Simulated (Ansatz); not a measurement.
# C$_{8}$H$_{16}$O: what the fields show

```yaml
atoms:
  - { symbol: C, position_ang: [-1.8820, -2.8825, -1.8313] }
  - { symbol: C, position_ang: [-0.7258, -2.1227, -1.2052] }
  - { symbol: C, position_ang: [-1.0747, -0.6825, -0.8685] }
  - { symbol: C, position_ang: [0.0751, 0.0850, -0.2376] }
  - { symbol: C, position_ang: [-0.2867, 1.5230, 0.0981] }
  - { symbol: C, position_ang: [0.8581, 2.3631, 0.6490] }
  - { symbol: C, position_ang: [1.3729, 1.9206, 2.0160] }
  - { symbol: C, position_ang: [2.2580, 0.7102, 1.9882] }
  - { symbol: O, position_ang: [2.2368, -0.1807, 2.7925] }
  - { symbol: H, position_ang: [-1.6067, -3.9135, -2.0647] }
  - { symbol: H, position_ang: [-2.2089, -2.4074, -2.7607] }
  - { symbol: H, position_ang: [-2.7433, -2.9132, -1.1579] }
  - { symbol: H, position_ang: [0.1344, -2.1350, -1.8847] }
  - { symbol: H, position_ang: [-0.3973, -2.6353, -0.2940] }
  - { symbol: H, position_ang: [-1.9356, -0.6681, -0.1883] }
  - { symbol: H, position_ang: [-1.4019, -0.1650, -1.7793] }
  - { symbol: H, position_ang: [0.9340, 0.0762, -0.9210] }
  - { symbol: H, position_ang: [0.3967, -0.4467, 0.6646] }
  - { symbol: H, position_ang: [-0.6702, 2.0098, -0.8058] }
  - { symbol: H, position_ang: [-1.1148, 1.5295, 0.8177] }
  - { symbol: H, position_ang: [0.5284, 3.4029, 0.7258] }
  - { symbol: H, position_ang: [1.6905, 2.3640, -0.0664] }
  - { symbol: H, position_ang: [2.0031, 2.7204, 2.4302] }
  - { symbol: H, position_ang: [0.5620, 1.7495, 2.7287] }
  - { symbol: H, position_ang: [2.9980, 0.6983, 1.1547] }
```

Geometry: PBE0-D4/def2-TZVP.

Method: RKS PBE0-D4/def2-TZVPP in Ansatz 0.2.0.

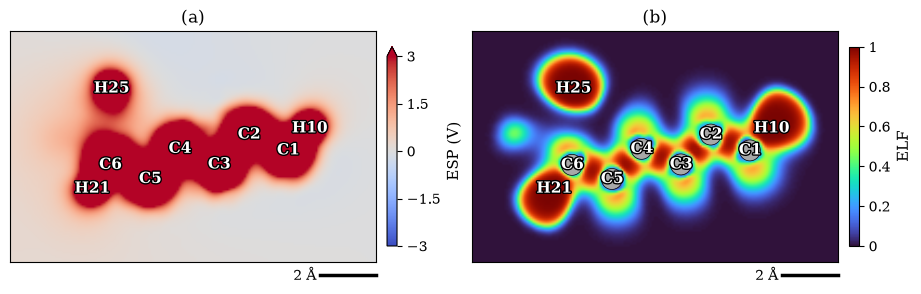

Figure 1. (a) molecular electrostatic potential; (b) ELF on the plane of atoms C2, C3 and C4. Grey discs cover the atomic cores in the ELF map.

What does the map show?

Answer.
- Atoms in the plane: C and H.
- C–C (1.52 Å): the ELF peaks at about 0.95 between the atoms: a covalent bond.
- C–H (1.09 Å): the ELF climbs to about 1 towards the hydrogen, as it does in any bond to H (a covalent bond by its length).
- The potential has no marked negative region in this plane.

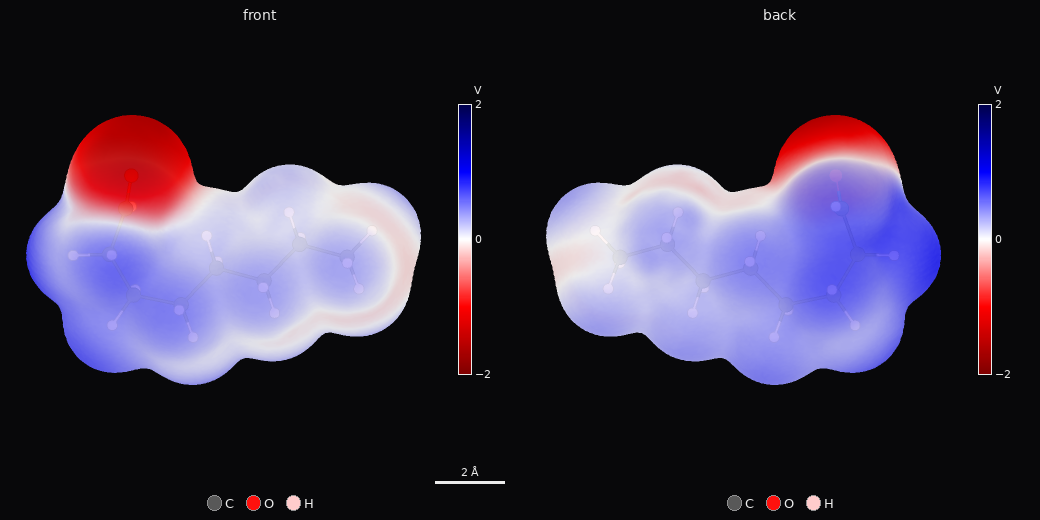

Figure 2. The molecular electrostatic potential painted on the density surface at 0.001 e/bohr³, seen from the front and from behind; the colour scale runs from red (negative) to blue (positive).

Where is the surface potential most negative and most positive?

Answer. The most negative region (about −1.5 V, or −35 kcal/mol for a unit charge) lies over O9, the most positive (about +0.8 V, or +18 kcal/mol for a unit charge) over H23. O9 is the likeliest acceptor of a hydrogen bond.

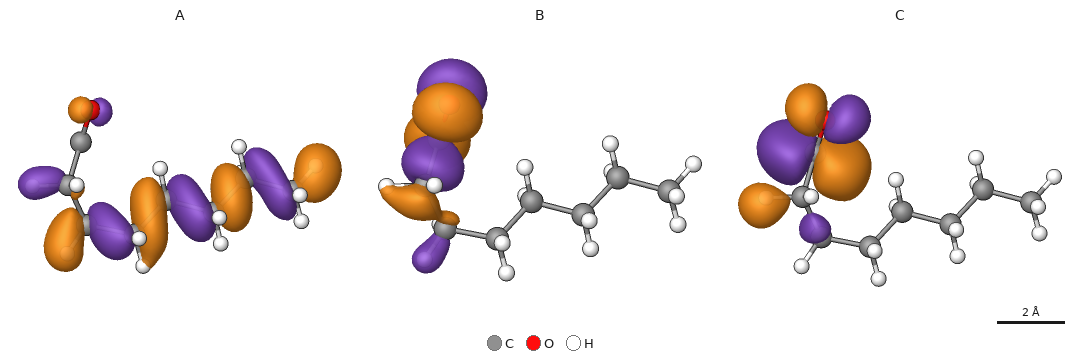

Figure 3. Three frontier orbitals at ±0.1 Å⁻³ᐟ² (orange and purple are the two phases), in no order.

Which picture is the HOMO−1, the HOMO and the LUMO?

Answer. A is the HOMO−1 (−8.85 eV). By Hirshfeld shares it lies mainly on C3 (about 15 %), C4 (about 15 %), C2 (about 15 %), C5 (about 15 %), C1 (about 10 %) and C6 (about 10 %). B is the HOMO (−7.29 eV). It lies mainly on O9 (about 60 %), C8 (about 15 %), C7 (about 10 %) and H25 (about 10 %). C is the LUMO (−0.61 eV). By Hirshfeld shares it lies mainly on C8 (about 45 %), O9 (about 30 %) and C7 (about 5 %); π-antibonding (π*) across C8–O9.

What is the HOMO–LUMO gap?

Answer. 6.68 eV between the orbital energies.

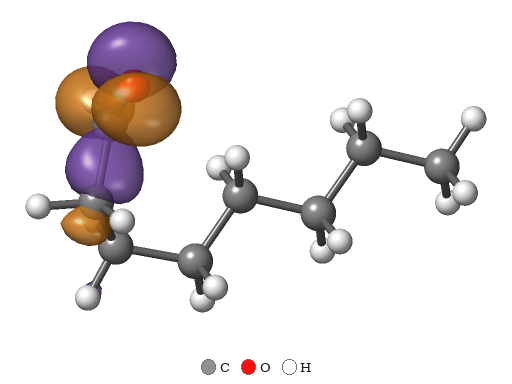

Figure 4. The HOMO at ±0.15 Å⁻³ᐟ² (orange and purple are the two phases), seen at a tilt.

Describe this orbital and give its energy.

Answer. By Hirshfeld shares it lies mainly on O9 (about 60 %), C8 (about 15 %), C7 (about 10 %) and H25 (about 10 %). Its energy is −7.29 eV.
